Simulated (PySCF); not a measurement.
## Geometry relaxation of GaNH$_{6}$

System: GaNH$_{6}$, SMILES [NH3+][GaH3-].
Method: PBE0-D3(BJ)/def2-SVP geometry optimisation, gas phase (PySCF 2.14.0).

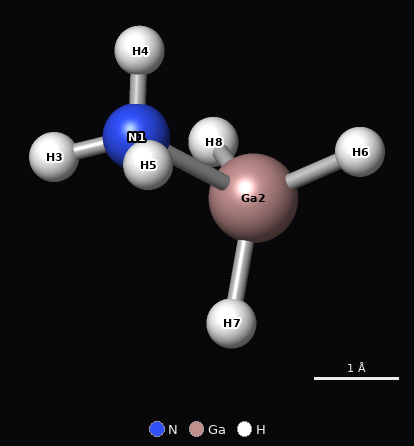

Fig. 1: The input geometry (ball-and-stick view, seen at a tilt; atoms are numbered from 1 in the order of the input). Sticks mark near contacts.

## Results in brief

| quantity | value |
| --- | --- |
| outcome | converged |
| total energy | −1982.601385 hartree |
| dipole moment | 5.35 D |
| point group | C3v |
| hardware | 1 CPU thread, shared host |
| wall time | 11 s |
| peak memory | 0.32 GiB |

## The input
```
{"job": {"xc": "PBE0", "basis": "def2-SVP", "d3": "d3bj", "grid": 1, "maxiter": 30, "shake": 0.01, "kind": "geom"}, "charge": 0, "multiplicity": 1}
N     -0.990910    -0.090360     0.041760
Ga     1.093590     0.067700    -0.050140
H     -1.442960     0.024930    -0.900320
H     -1.367550     0.673670     0.623570
H     -1.306850    -0.969560     0.412990
H      1.417450    -0.086140     1.438140
H      1.401900    -1.119300    -0.965670
H      1.250450     1.479930    -0.652800
```

The first line tells a small driver script what to run in PySCF; the rest is the geometry in Å.

Run as:
```bash
OMP_NUM_THREADS=1 python <driver script> task.json out
```

## The program's output
```
step   0  E = -1982.59764606  max force = 0.024648
step   1  E = -1982.59937578  max force = 0.009758
step   2  E = -1982.60100216  max force = 0.004208
step   3  E = -1982.60122934  max force = 0.002144
step   4  E = -1982.60132660  max force = 0.001316
step   5  E = -1982.60137139  max force = 0.001106
step   6  E = -1982.60138133  max force = 0.000804
step   7  E = -1982.60138527  max force = 0.000253
optimisation converged
```

## Trajectory as extended XYZ (Å, eV, eV/Å), 8 frames, from step=0 to step=7
```
8
Properties=species:S:1:pos:R:3:forces:R:3 step=0 energy=-53949.22987
N    -0.9909   -0.0904    0.0418   -0.9083   1.2675  -1.2310
Ga    1.0936    0.0677   -0.0501    0.1599   0.1119  -0.0939
H    -1.4430    0.0249   -0.9003    0.6000  -0.1892   1.0606
H    -1.3676    0.6737    0.6236    0.1358  -0.4670  -0.1501
H    -1.3069   -0.9696    0.4130   -0.2046  -0.5559   0.3432
H     1.4175   -0.0861    1.4381    0.1244  -0.0909   0.8166
H     1.4019   -1.1193   -0.9657    0.1320  -0.6500  -0.4975
H     1.2505    1.4799   -0.6528   -0.0391   0.5736  -0.2480
8
Properties=species:S:1:pos:R:3:forces:R:3 step=1 energy=-53949.27694
N    -1.0420   -0.0692    0.0150    0.4913  -0.2072   0.2487
Ga    1.1662    0.0784    0.0054   -0.0879   0.0067   0.0842
H    -1.2982    0.0109   -0.9607   -0.2417  -0.0142  -0.2865
H    -1.5200    0.6625    0.5329    0.0088   0.1653   0.0534
H    -1.3782   -0.9662    0.3696    0.0669   0.0568  -0.1035
H     1.4692   -0.0775    1.5899   -0.1022   0.0435  -0.5018
H     1.4438   -1.1973   -0.9608   -0.1044   0.4065   0.3097
H     1.2610    1.5589   -0.6511   -0.0307  -0.4574   0.1958
8
Properties=species:S:1:pos:R:3:forces:R:3 step=2 energy=-53949.32119
N    -1.0235   -0.0704    0.0109    0.2164   0.0201  -0.1176
Ga    1.1567    0.0793    0.0079   -0.1692  -0.0113   0.0442
H    -1.3078    0.0073   -0.9663   -0.0888  -0.0182   0.0789
H    -1.4905    0.6685    0.5352    0.0376   0.0095  -0.0011
H    -1.3532   -0.9671    0.3656    0.0053  -0.0101  -0.0071
H     1.4466   -0.0750    1.5603   -0.0163   0.0054  -0.0778
H     1.4244   -1.1705   -0.9376    0.0012   0.0660   0.0533
H     1.2491    1.5284   -0.6358    0.0138  -0.0614   0.0271
8
Properties=species:S:1:pos:R:3:forces:R:3 step=3 energy=-53949.32738
N    -1.0135   -0.0713    0.0048    0.1011   0.0181  -0.0787
Ga    1.1458    0.0797    0.0074   -0.1103  -0.0045   0.0099
H    -1.3237    0.0049   -0.9634   -0.0560  -0.0055   0.0102
H    -1.4695    0.6698    0.5356    0.0188  -0.0015   0.0228
H    -1.3395   -0.9671    0.3650    0.0009  -0.0081   0.0233
H     1.4273   -0.0746    1.5519    0.0021  -0.0055   0.0565
H     1.4249   -1.1619   -0.9295    0.0272  -0.0399  -0.0264
H     1.2499    1.5210   -0.6316    0.0161   0.0470  -0.0176
8
Properties=species:S:1:pos:R:3:forces:R:3 step=4 energy=-53949.33002
N    -1.0075   -0.0719   -0.0014   -0.0052   0.0144  -0.0677
Ga    1.1372    0.0797    0.0051   -0.0206   0.0002  -0.0109
H    -1.3425    0.0031   -0.9619   -0.0193  -0.0017   0.0150
H    -1.4521    0.6700    0.5384    0.0116  -0.0067   0.0207
H    -1.3288   -0.9663    0.3673    0.0039  -0.0040   0.0249
H     1.4077   -0.0749    1.5521   -0.0015  -0.0046   0.0587
H     1.4338   -1.1609   -0.9280    0.0221  -0.0403  -0.0264
H     1.2539    1.5216   -0.6314    0.0088   0.0428  -0.0143
8
Properties=species:S:1:pos:R:3:forces:R:3 step=5 energy=-53949.33124
N    -1.0051   -0.0723   -0.0074   -0.0569   0.0016  -0.0219
Ga    1.1326    0.0795    0.0011    0.0451   0.0005  -0.0149
H    -1.3625    0.0017   -0.9598   -0.0016   0.0008   0.0029
H    -1.4382    0.6694    0.5423    0.0082  -0.0038   0.0089
H    -1.3208   -0.9650    0.3710    0.0088   0.0011   0.0104
H     1.3876   -0.0753    1.5545   -0.0076  -0.0003   0.0165
H     1.4479   -1.1625   -0.9287    0.0046  -0.0080  -0.0022
H     1.2602    1.5247   -0.6327   -0.0006   0.0080   0.0003
8
Properties=species:S:1:pos:R:3:forces:R:3 step=6 energy=-53949.33151
N    -1.0061   -0.0724   -0.0096   -0.0414  -0.0025  -0.0053
Ga    1.1337    0.0795   -0.0012    0.0386   0.0002  -0.0077
H    -1.3711    0.0014   -0.9590    0.0000   0.0002   0.0012
H    -1.4343    0.6691    0.5443    0.0061   0.0001   0.0025
H    -1.3185   -0.9646    0.3730    0.0078   0.0012   0.0012
H     1.3792   -0.0752    1.5554   -0.0064   0.0013  -0.0027
H     1.4553   -1.1634   -0.9292   -0.0023   0.0046   0.0063
H     1.2635    1.5261   -0.6334   -0.0025  -0.0050   0.0045
8
Properties=species:S:1:pos:R:3:forces:R:3 step=7 energy=-53949.33162
N    -1.0076   -0.0725   -0.0111   -0.0126  -0.0023   0.0028
Ga    1.1360    0.0796   -0.0029    0.0130   0.0002  -0.0002
H    -1.3776    0.0011   -0.9585   -0.0005  -0.0001   0.0002
H    -1.4319    0.6688    0.5458    0.0027   0.0012  -0.0013
H    -1.3167   -0.9647    0.3742    0.0038   0.0003  -0.0031
H     1.3731   -0.0747    1.5554   -0.0018   0.0014  -0.0073
H     1.4604   -1.1639   -0.9289   -0.0032   0.0054   0.0056
H     1.2660    1.5267   -0.6338   -0.0014  -0.0060   0.0032
```

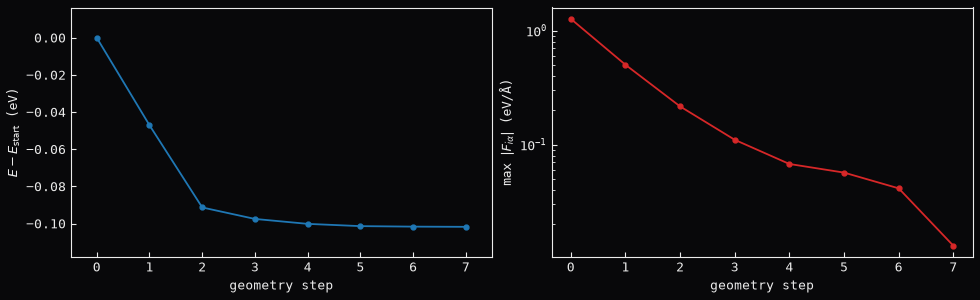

Fig. 2: Progress of the relaxation, step by step (steps are counted from 0).

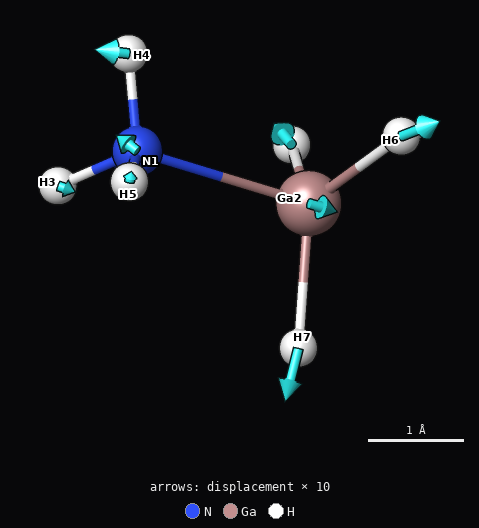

Fig. 3: The starting structure with the displacements as teal arrows, magnified 10 times (ball-and-stick view, seen at a tilt). The two geometries are laid on each other by the best rigid fit. After 7 geometry steps the energy has fallen by 0.102 eV. The largest force component goes from 1.3 to 0.013 eV/Å. The largest moves after the best rigid fit, 0.060 Å, are those of H6 and H7. By element the largest moves are H 0.060 Å, Ga 0.036 Å, N 0.031 Å. Distances before and after: N1–Ga2 2.093 → 2.149 Å, Ga2–H6 1.531 → 1.584 Å, Ga2–H8 1.543 → 1.584 Å, N1–H3 1.051 → 1.020 Å. Among the angles that change: N1–Ga2–H8 100.8° → 98.3°, H3–N1–H4 105.5° → 107.7°, Ga2–N1–H5 113.3° → 111.3°. (Atoms are counted from 1 in the order of the input.)
